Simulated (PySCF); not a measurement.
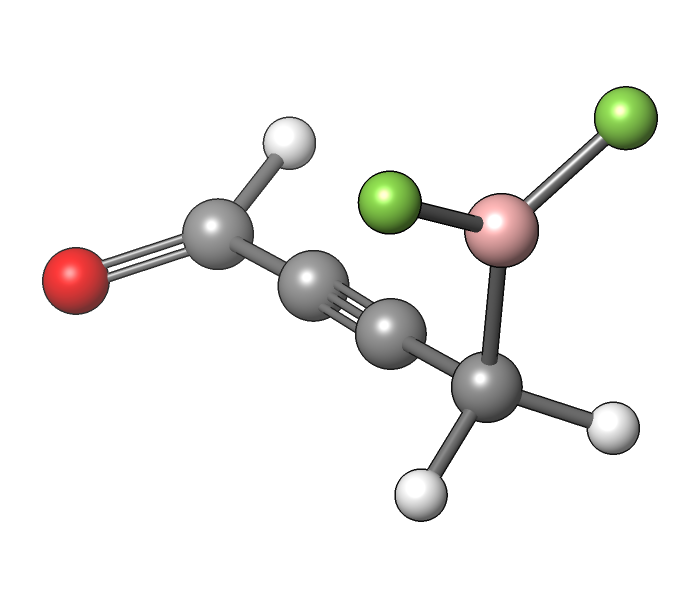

The picture shows a molecular structure as a ball-and-stick model. Multiple sticks mark multiple bonds (one Kekulé form). Colours: oxygen red, carbon grey, boron pink, fluorine green, hydrogen white.

The geometry was computed by an optimisation with GFN2-xTB. No frequency run is at hand to confirm it as a minimum.

**Give the formula.**

C4H3BF2O, 11 atoms: 4 carbon, 3 hydrogen, 1 boron, 2 fluorine and 1 oxygen.

**Give a SMILES string for it.**

O=CC#CCB(F)F

**Which point group does it belong to?**

C1.

More results for the same structure follow; atom numbers are the same in all pictures, views and colours differ.

**Geometry**

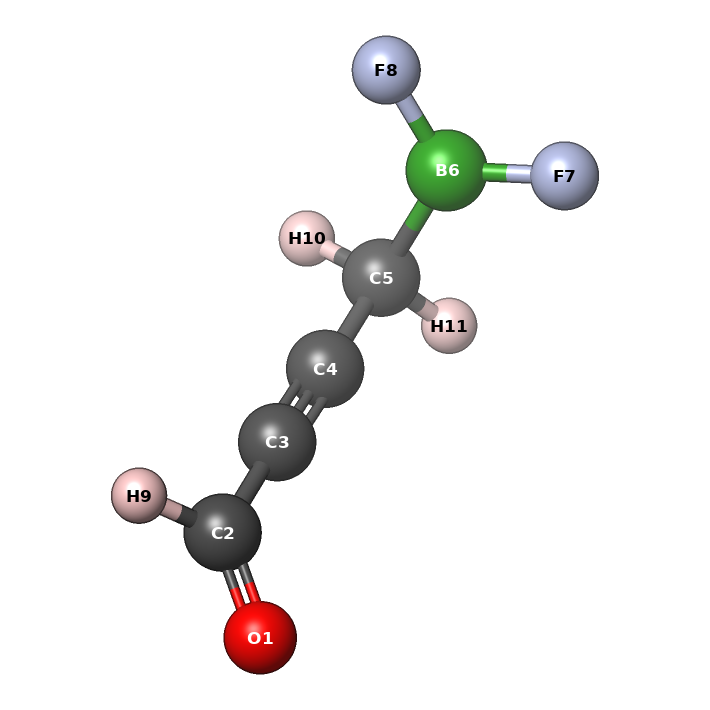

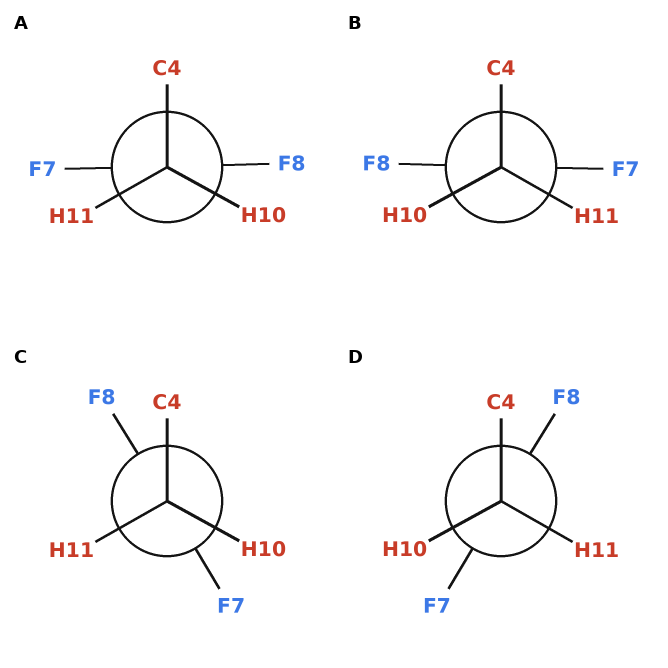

Depth is shown by fading: the farther an atom, the more it takes the colour of the background. Bonds that would overlap in a projection are set slightly apart. No frequency run is at hand to confirm it as a minimum.

**Which Newman projection shows the view along C5–B6, with C5 in front?**

B. The torsion angle C4–C5–B6–F7 is 91°, about perpendicular.

**Quadrupole coupling**

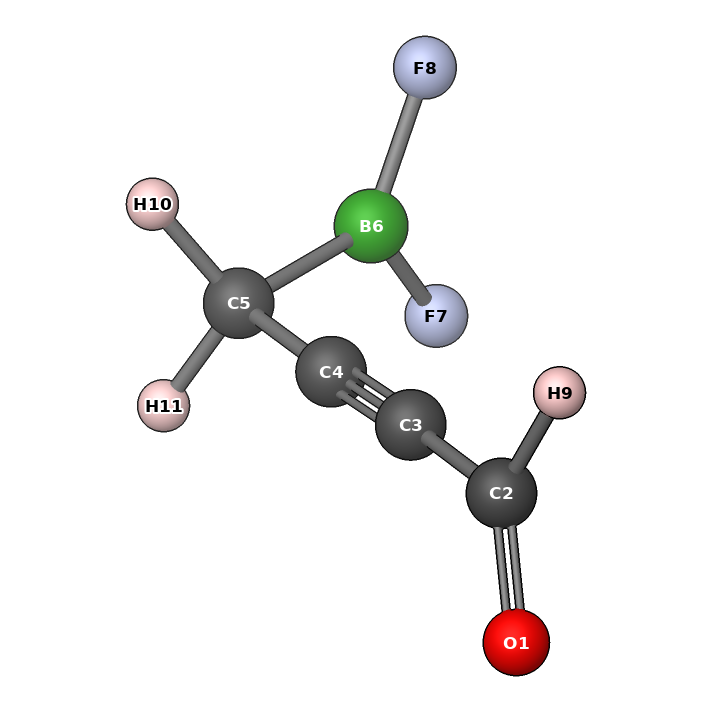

No frequency run is at hand to confirm it as a minimum. Electric field gradients from the ground-state density, B3LYP/pcJ-1 (PySCF 2.14.0), non-relativistic apart from any core potentials.

Give the largest field-gradient component, the quadrupole coupling constant and the asymmetry for 17O at O1 (Q = −25.6 mb), 11B at B6 (Q = 40.59 mb), 2H at H9 (Q = 2.86 mb), 2H at H10 (Q = 2.86 mb), 2H at H11 (Q = 2.86 mb).

| atom | V_zz (a.u.) | e²qQ/h (MHz) | η |
| --- | --- | --- | --- |
| O1 | −2.123 | 12.77 | 0.53 |
| B6 | 0.344 | 3.29 | 0.58 |
| H9 | 0.257 | 0.173 | 0.04 |
| H10 | 0.292 | 0.196 | 0.04 |
| H11 | 0.291 | 0.196 | 0.04 |

**Spin–spin coupling**

No frequency run is at hand to confirm it as a minimum. Method: B3LYP/pcJ-1 indirect spin-spin coupling, non-relativistic, gas phase (PySCF 2.14.0). Isotopes: 11B, 13C, 19F, 1H, 17O.

Give the spin–spin coupling constants of these pairs, with the number of bonds between them: C5/B6, B6/F7, B6/F8, C4/B6, C5/F8, B6/H11, B6/H10, F7/F8, C3/B6, F7/H10, F8/H10, F8/H11.

```tsv
pair	bonds apart	J (Hz)
C5, B6	1	81.0
B6, F7	1	−131.5
B6, F8	1	−131.9
C4, B6	2	−6.5
C5, F8	2	32.9
B6, H11	2	−9.1
B6, H10	2	−10.2
F7, F8	2	−220.0
C3, B6	3	3.0
F7, H10	3	14.0
F8, H10	3	−0.9
F8, H11	3	15.2
```

Density functionals are unreliable for couplings to fluorine, so those rows may be far off.

**Electronic properties**

No frequency run is at hand to confirm it as a minimum. Properties computed with CAM-B3LYP/def2-SVPD, gas phase (PySCF 2.14.0). Excitations: vertical, linear response.

**What is the mean static polarisability?**

64.5 bohr³.

**Give the HOMO–LUMO gap at this level.**

8.58 eV.

**Give the brightest of the 8 lowest singlets at this level.**

5.65 eV.

**What is the lowest vertical singlet excitation?**

3.90 eV.

The geometry is semi-empirical. Around B such bond lengths and angles can be off by a tenth of an ångström or more and by several degrees, and values that hang on the shape move with them.
